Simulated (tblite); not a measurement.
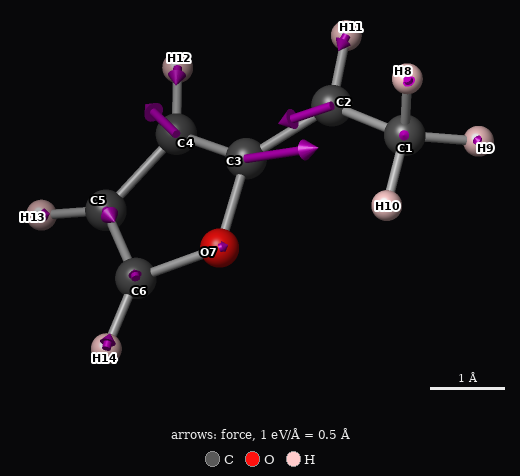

Starting geometry of C₆H₇O (multiplicity 2) with the computed forces as purple arrows. The picture is a ball-and-stick view, seen at a tilt.

Theory: tblite, GFN2-xTB geometry optimisation, gas phase. 

**Is this structure relaxed? If not, where do the atoms go?**

It isn't relaxed: the largest force vector, on C3, is 2.49 eV/Å. The final displacements have little in common with the starting forces (cosine between the two patterns 0.25). The energy falls by 3.20 kcal/mol in 27 geometry steps. The largest move after the best rigid fit is that of H10, 0.15 Å. Largest moves by element: H 0.15 Å, O 0.09 Å, C 0.08 Å. Some distances before and after: C2–C3 1.430 → 1.372 Å, C3–C4 1.375 → 1.411 Å, C4–H12 1.091 → 1.070 Å, C2–H11 1.093 → 1.078 Å. Bond angles that change, for instance: C1–C2–C3 127.7° → 124.0°, C1–C2–H11 115.9° → 118.3°. The run took 0.12 s on 1 thread of Arm Neoverse V2 (shared host).
